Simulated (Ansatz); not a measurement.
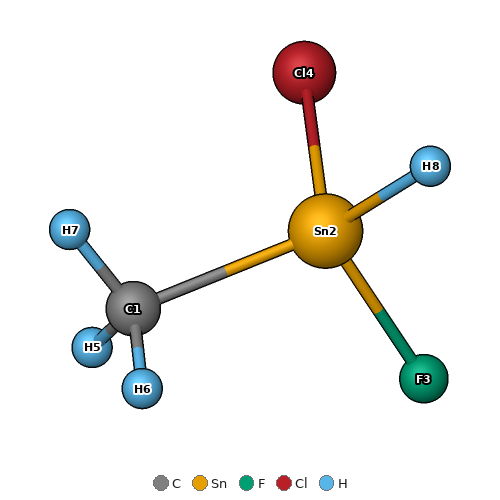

The system is CH₄ClFSn (SMILES [CH3][SnH]([F])[Cl]) with the probe Br-; the picture shows it without the atoms that are moved over the map. The probe is moved over the molecule's main plane. The first coordinate is: x of the probe's Br atom; the second: y of the probe's Br atom. Nothing is relaxed (molecule and probe rigid). The grid has 11 × 9 points. At 20 points there is no value (left out of the scan, as a rule where atoms come close). Points are written as (first, second). All energies are given in eV relative to the lowest grid point. Energies and slopes of some neighbouring points disagree (a jump in structure or state, or too coarse a mesh). The calculation used RKS B3LYP-D4/def2-SVPD (Ansatz).

Range: x of the probe's Br atom from −5.95 to 5.95 Å; y of the probe's Br atom from −4.76 to 4.76 Å.

Predict the map.

The lowest grid point is at (−1.19 Å, 4.76 Å) [nearest 1 H at 2.46 Å]. It lies at the edge of the scanned range, so the true minimum may lie outside. The highest grid point, (0.00 Å, 2.38 Å) [nearest 1 H at 1.34 Å], lies 11.34 eV above the lowest.

```tsv
y of the probe's Br atom ↓, x of the probe's Br atom →	−5.95	−4.76	−3.57	−2.38	−1.19	0.00	1.19	2.38	3.57	4.76	5.95
4.76	0.31	0.22	0.09	0.00	0.00	0.05	0.23	0.40	0.50	0.55	0.58
3.57	0.25	0.09	0.11	2.02	5.13	0.98	0.36	0.65	0.55	0.55	0.59
2.38	0.18	0.01	2.30	–	–	11.34	6.94	8.46	2.13	0.57	0.59
1.19	0.15	0.05	–	–	–	–	–	–	–	0.86	0.59
0.00	0.20	0.01	3.30	–	–	–	–	–	–	1.01	0.62
−1.19	0.31	0.15	0.23	3.82	–	–	–	11.04	3.22	0.77	0.67
−2.38	0.43	0.38	0.40	2.82	–	–	6.02	1.20	0.81	0.70	0.69
−3.57	0.51	0.53	0.59	0.99	3.41	4.29	1.44	0.76	0.73	0.72	0.70
−4.76	0.56	0.59	0.65	0.74	0.87	0.92	0.83	0.77	0.74	0.71	0.69
```

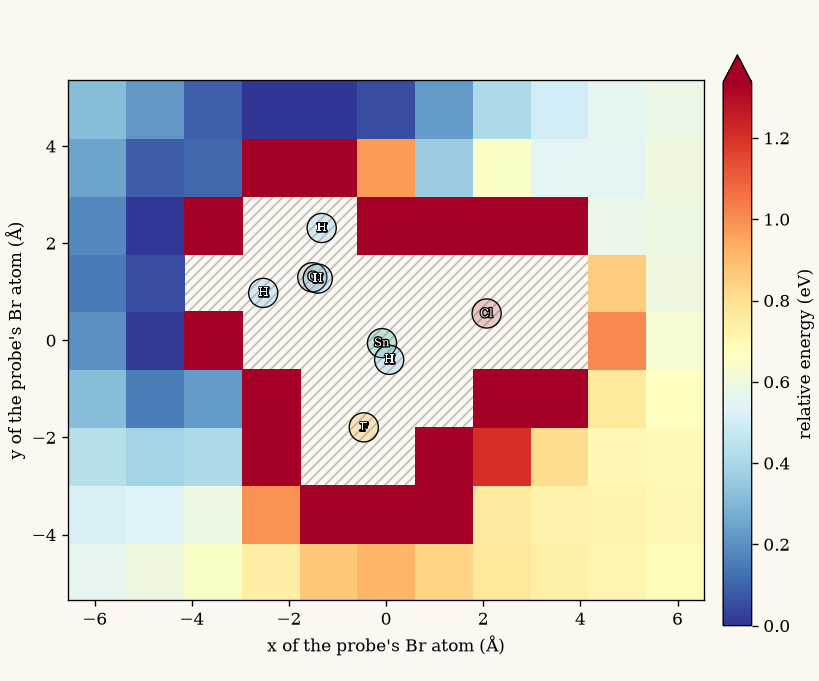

The picture shows one coloured cell a grid point, labelled circles for the molecule's atoms, projected on the plane, one colour for all values above the top of the scale, hatched blanks where no value was computed.

Each point was launched as `ansatz run input.yaml --threads 1 --pin off --max-ram 2560MiB --backend cpu --events-out ev --progress --plain --runs-dir out`. The whole map (79 points run) took 45 min on 1 thread of Arm Neoverse N1, on a shared host.
